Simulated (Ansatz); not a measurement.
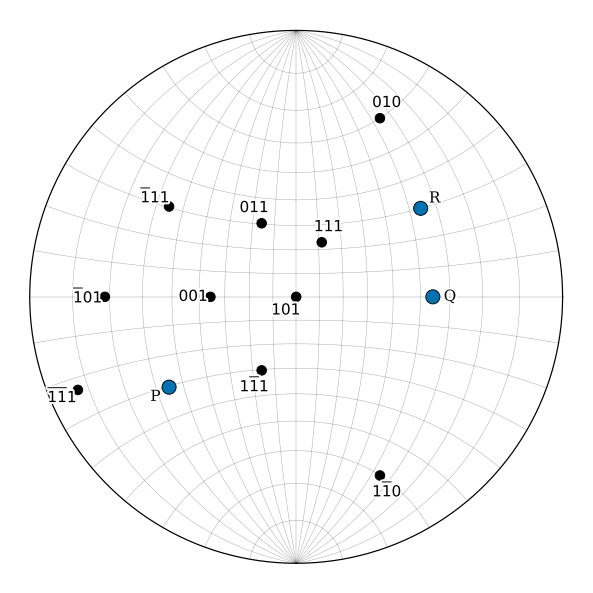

Stereographic projection of plane normals (upper hemisphere) centred on (1 0 1). Crystal: AlCu₂, the geometry relaxed with DFT PBE, scalar-relativistic, plane waves, PAW (Ansatz 0.2.0); the starting structure was generated, so it need not be a known form of this composition. Geometry calculated from the standardised cell; symmetry tolerance 0.002 Å.

a = 4.169 Å, b = 4.169 Å, c = 2.593 Å, α = 90.00°, β = 90.00°, γ = 120.00°.

Q: Index the poles marked P, Q, R.

A: P is (0 −1 1), in four indices (0 −1 1 1), 60.7° from the centre; Q is (1 0 0), in four indices (1 0 −1 0), 54.3° from the centre; R is (1 1 0), in four indices (1 1 −2 0), 59.7° from the centre.

Q: What is the angle between the normals of (0 −1 1) and (1 −1 1), and what are their d_hkl = 1/|g|?

A: 33.9°; d = 2.106 Å and 2.106 Å.
